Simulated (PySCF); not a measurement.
FH₇Si₃ (SMILES F[SiH2][SiH2][SiH3])

```xyz
11

F    -1.6648    1.3272   -1.2308
Si   -1.9736    0.0839   -0.2392
Si    0.0139   -0.3773    0.8414
Si    1.9585    0.1157   -0.3237
H    -2.4727   -0.9332   -1.1612
H    -3.1011    0.5857    0.5416
H    -0.0159   -1.8022    1.2212
H     0.0106    0.3108    2.1463
H     3.1750   -0.1151    0.4620
H     1.9949    1.5153   -0.7528
H     2.0806   -0.7081   -1.5308
```

Geometry: GFN2-xTB.

Level of theory: PBE0/pcSseg-1, SCF density, gas phase, non-relativistic (PySCF).

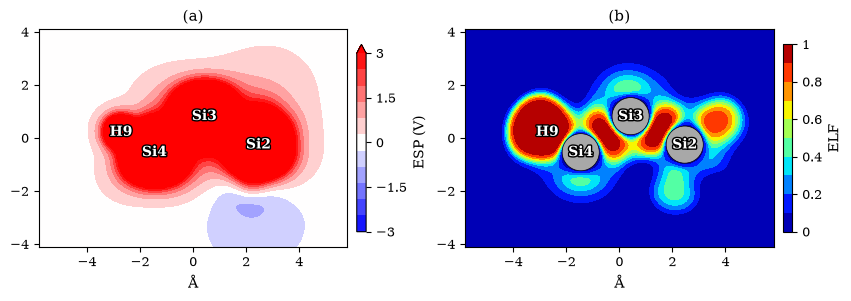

Figure 1. (a) electrostatic potential; (b) ELF on the plane of atoms Si3, Si4 and H9. Grey discs cover the atomic cores in the ELF map.

Describe what can be read from this map.

- The section cuts through Si and H sites.
- Si–Si (2.31 Å): the ELF peaks at about 1 between the atoms; a covalent bond.
- Si–H (1.47 Å): the ELF climbs to about 1 towards the hydrogen, as it does in any bond to H.
- Outside the dense part of the molecule the potential is most negative (−0.9 V) near F1, which lies off the plane.

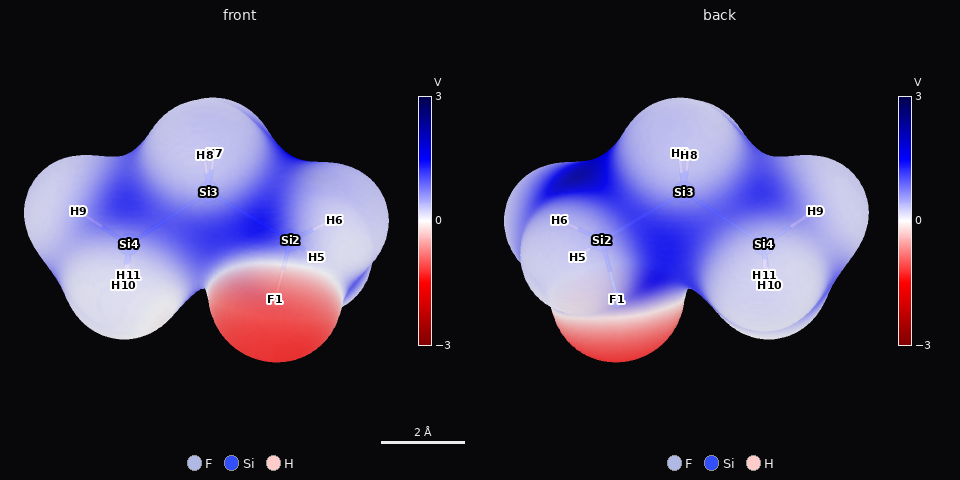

Figure 2. The electrostatic potential painted on the density surface at 0.002 e/bohr³, seen from the front and from behind; the colour scale runs from red (negative) to blue (positive).

Which sites attract a positive test charge, and which a negative one?

A positive charge is drawn to the negative regions and a negative charge to the positive ones. The most negative region (about −1.2 V, or −28 kcal/mol for a unit charge) lies over F1, the most positive (about +2.0 V, or +46 kcal/mol for a unit charge) over Si2.
